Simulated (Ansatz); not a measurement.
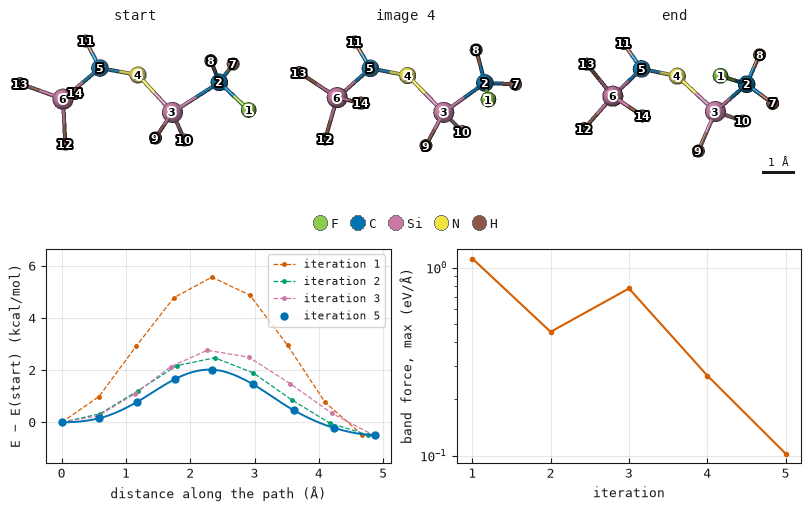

A nudged-elastic-band calculation for C₂H₈FNSi₂. Images are numbered from 0 (start) to 8 (end). The plot follows the band through its iterations. A ball-and-stick model, seen at a tilt.

Theory: Ansatz 0.2.0, RKS BHLYP-D4/def2-SVP.

The input:
```yaml
crystal:
  periodic: [false, false, false]
  atoms:
    - { symbol: F, position_ang: [-2.302951, -2.705114, 0.430723] }
    - { symbol: C, position_ang: [-1.93031, -1.448554, 0.854049] }
    - { symbol: Si, position_ang: [-0.119419, -1.152485, 0.409114] }
    - { symbol: "N", position_ang: [0.255722, 0.437691, 1.011574] }
    - { symbol: C, position_ang: [0.783405, 1.449671, 0.478672] }
    - { symbol: Si, position_ang: [1.445165, 1.603486, -1.313186] }
    - { symbol: H, position_ang: [-2.082211, -1.374227, 1.936068] }
    - { symbol: H, position_ang: [-2.582392, -0.705625, 0.380646] }
    - { symbol: H, position_ang: [0.053086, -1.307735, -1.059147] }
    - { symbol: H, position_ang: [0.742652, -2.125136, 1.110468] }
    - { symbol: H, position_ang: [0.880555, 2.35459, 1.103811] }
    - { symbol: H, position_ang: [2.377031, 0.489791, -1.600862] }
    - { symbol: H, position_ang: [2.150664, 2.898544, -1.442088] }
    - { symbol: H, position_ang: [0.316104, 1.555902, -2.270942] }
basis:
  gaussian: { orbitals: def2-SVP }
hamiltonian:
  xc: { name: BHLYP }
  dispersion: d4
neb:
  order_check: false
  images: 7
  f_tol: 0.2
  max_iterations: 20
  initial_path: idpp
  final_atoms:
    - { symbol: F, position_ang: [-2.06481379, -0.21324433, -0.43129769] }
    - { symbol: C, position_ang: [-1.81133572, -1.12794682, 0.56985941] }
    - { symbol: Si, position_ang: [0.05955398, -1.31611557, 0.75005645] }
    - { symbol: "N", position_ang: [0.65595394, 0.24463722, 1.2353247] }
    - { symbol: C, position_ang: [0.99975239, 1.24553548, 0.55155106] }
    - { symbol: Si, position_ang: [1.07551472, 1.42891832, -1.35033636] }
    - { symbol: H, position_ang: [-2.29678674, -2.0751222, 0.31324386] }
    - { symbol: H, position_ang: [-2.26263683, -0.76196278, 1.498133] }
    - { symbol: H, position_ang: [0.62553207, -1.80087196, -0.53422374] }
    - { symbol: H, position_ang: [0.35928119, -2.29535402, 1.81270744] }
    - { symbol: H, position_ang: [1.30463852, 2.15031402, 1.10921957] }
    - { symbol: H, position_ang: [2.47888309, 1.1764972, -1.79967539] }
    - { symbol: H, position_ang: [0.71107508, 2.83564835, -1.67967578] }
    - { symbol: H, position_ang: [0.15248911, 0.47986608, -2.01598653] }
```

Command:
```bash
ansatz run input.yaml --threads 2 --pin off --max-ram 3072MiB --backend cpu --events-out ev --progress --plain --runs-dir out
```

### Did the band converge, and can the barrier be trusted?

The run is converged, with reservations. The band converged in 5 iterations. The largest component of the band force went from 1.1 to 0.1 eV/Å. The climbing image converged on the top of the path. Its curvatures weren't checked. The force threshold is loose. The first iteration put the highest image at 5.57 kcal/mol. The energy climbs by 2.02 kcal/mol to image 4 and then falls by 2.50 kcal/mol, so the end point sits at −0.48 kcal/mol.
